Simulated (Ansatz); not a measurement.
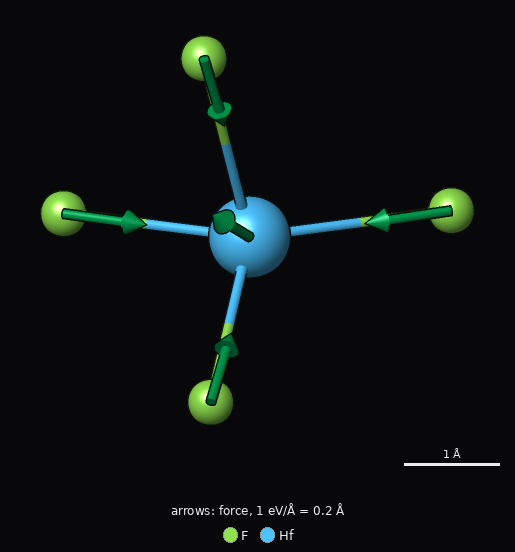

Starting geometry of HfF₄ (coarse preliminary run) with the computed forces as green arrows. Style: ball-and-stick. Shown face on.

The start comes from a force field.

All numbers below come from RKS PBE-D4/def2-SVP in Ansatz 0.2.0. Set-up: force threshold 0.03 eV/Å; at most 200 steps.

**Is this structure relaxed? If not, where do the atoms go?**

It isn't relaxed: the largest force vector, on an F atom, is 4.97 eV/Å. The atoms end up moving mostly along the starting forces (cosine between the two patterns 0.94). An F atom moves most after the best rigid fit: 0.54 Å. By element the largest moves are F 0.54 Å, Hf 0.29 Å. Among the contacts that change: F–Hf 2.499 → 1.916 Å, F–Hf 2.294 → 1.916 Å, F–Hf 2.237 → 1.916 Å. Among the angles between lasting bonds that change: F–Hf–F 130.5° → 109.6°, F–Hf–F 94.4° → 109.4°, F–Hf–F 100.1° → 109.5°. Over 4 geometry steps the energy falls by 554.1 kJ/mol. Largest force component: 4.8 eV/Å at the start, 0.0079 eV/Å at the end.
